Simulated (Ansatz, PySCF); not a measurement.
Breaking the Sn1–H4 bond in CH6OSn (SMILES C[O][SnH3]) (multiplicity 1 held, fragments rigid). Energies count from the point at 1.714 Å.
Geometry at that point (charge 0, multiplicity 1):
```json
[
 {"atom": "Sn", "x (Å)": "0.5636", "y (Å)": "-0.1421", "z (Å)": "0.0711"},
 {"atom": "O", "x (Å)": "-1.1091", "y (Å)": "0.8744", "z (Å)": "-0.2396"},
 {"atom": "C", "x (Å)": "-2.3497", "y (Å)": "0.1976", "z (Å)": "-0.2304"},
 {"atom": "H", "x (Å)": "0.6786", "y (Å)": "-1.3329", "z (Å)": "-1.1566"},
 {"atom": "H", "x (Å)": "1.7766", "y (Å)": "1.0486", "z (Å)": "-0.0264"},
 {"atom": "H", "x (Å)": "0.4454", "y (Å)": "-0.8679", "z (Å)": "1.6196"},
 {"atom": "H", "x (Å)": "-2.5589", "y (Å)": "-0.2801", "z (Å)": "0.7361"},
 {"atom": "H", "x (Å)": "-2.4122", "y (Å)": "-0.5727", "z (Å)": "-1.0108"},
 {"atom": "H", "x (Å)": "-3.1379", "y (Å)": "0.9306", "z (Å)": "-0.4194"}
]
```

Restricted levels (R-, RO-) in cc, def2 and unpolarised 6-31G sets keep to the state of the molecule at rest. U- levels take the lowest unrestricted solution at each point, which mixes spins at long bonds. Active spaces are followed from a long bond inwards. Levels need not reach the same state.

Cores are frozen in the correlated methods. Filled d and f shells under p-block atoms count as core. Rows in LANL2DZ carry no dispersion term and start afresh at each structure. LANL2DZ brings its own core potentials from Na on.

The values were computed with Ansatz (Gaussian orbitals); PySCF for LANL2DZ rows.  In def2 rows elements past Kr take small-core potentials, without spin–orbit coupling.

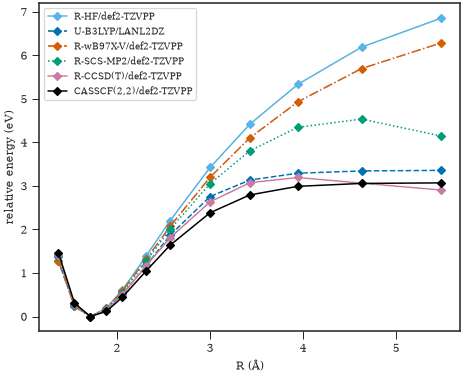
Figure. Relative energy along the coordinate

Doubts at one or more of the structures used: a restricted determinant that unrestricted orbitals would lower (R-HF/def2-TZVPP, R-wB97X-V/def2-TZVPP, R-SCS-MP2/def2-TZVPP, R-CCSD(T)/def2-TZVPP); a spin-contaminated determinant (U-B3LYP/LANL2DZ); other coupled-cluster roots lie near (R-CCSD(T)/def2-TZVPP); T1 above 0.05 (R-CCSD(T)/def2-TZVPP).

Ansatz is a program for electronic structure.
